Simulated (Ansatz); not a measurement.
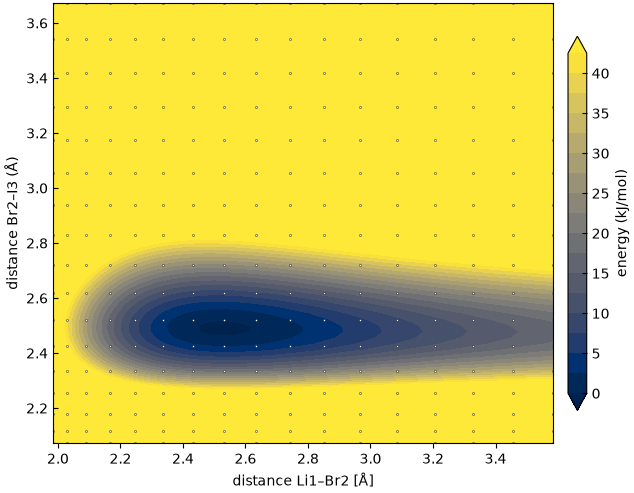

The system Li⁺ + BrI. First axis: distance Li1–Br2. Second axis: distance Br2–I3. Nothing is relaxed (the angle Li1–Br2–I3 is fixed at 180 degrees). Grid: 17 × 17 points. Points are written as (first, second). Energies: kJ/mol, counted from the lowest grid point. The reference is spin-restricted, so regions where a bond is pulled apart into radicals lie too high. Level of theory: RHF/def2-TZVPD in Ansatz.

Drawn: filled contours, dots at the grid points, one colour for all values above the top of the scale. Between grid points the surface is interpolated.

Where is the minimum, and how stiff is the well along each coordinate?

Answer. The interpolated minimum is at distance Li1–Br2 ≈ 2.527 Å, distance Br2–I3 ≈ 2.489 Å. The curvatures there are about 1.4 eV/Å² and 13 eV/Å², with a cross term of about 0.2 eV/Å². Round the minimum the two coordinates are nearly uncoupled. (1 eV is 96.5 kJ/mol.)
